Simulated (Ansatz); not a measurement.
Fields on a plane of WSi2 (MoSi2 type, space group I4/mmm)

```
CELL_PARAMETERS angstrom
     -1.60576     1.60576     3.90206
      1.60576    -1.60576     3.90206
      1.60576     1.60576    -3.90206
ATOMIC_POSITIONS crystal
  W  0.00000 0.00000 0.00000
  Si 0.33486 0.33486 0.00000
  Si 0.66514 0.66514 0.00000
```

The slice is a (100) plane (indices of the conventional cell) through the point (0.335, 0.335, 0.000) (fractional), spanned by u = [101] and v = [110] in vectors of this cell: u (3.21 Å) and v (7.80 Å, at 90° to u). It covers one period; positions are fractions (u, v).

Atoms on it: W at (0.00, 0.67); Si at (0.00, 0.00); Si at (0.00, 0.33).

Method: r2SCAN (plane waves to 500 eV, PAW, scalar-relativistic; Ansatz, a quantum-chemistry and plane-wave program). k mesh 20×20×20. Near the nuclei the fields are pseudised (PAW); where an atom keeps semicore shells as valence, they peak there. Spin-orbit coupling is left out, though W is heavy. WSi2 is run without spin polarisation. WSi2 was relaxed with its symmetry unable to fall.

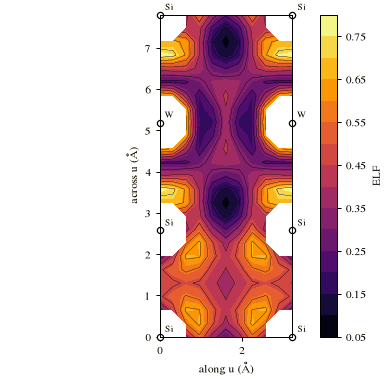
Figure. Electron localisation function (ELF), one period of the plane, atoms marked. Points within 0.5 Å of a nucleus are left white, as the pseudised field means little there.

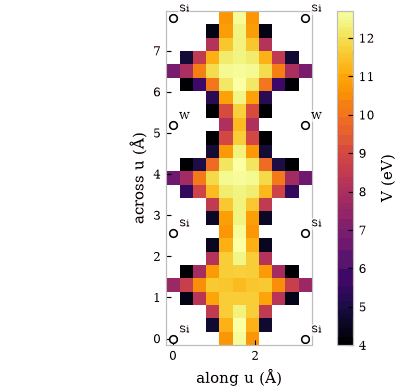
*Electrostatic potential energy of an electron, from the cell's mean, in eV, one period of the plane, atoms marked. Points within 1 Å of a nucleus are left white, as the pseudised field means little there. Values under 4 eV are set to 4. The zero, the cell's mean, hangs on the PAW cores.*
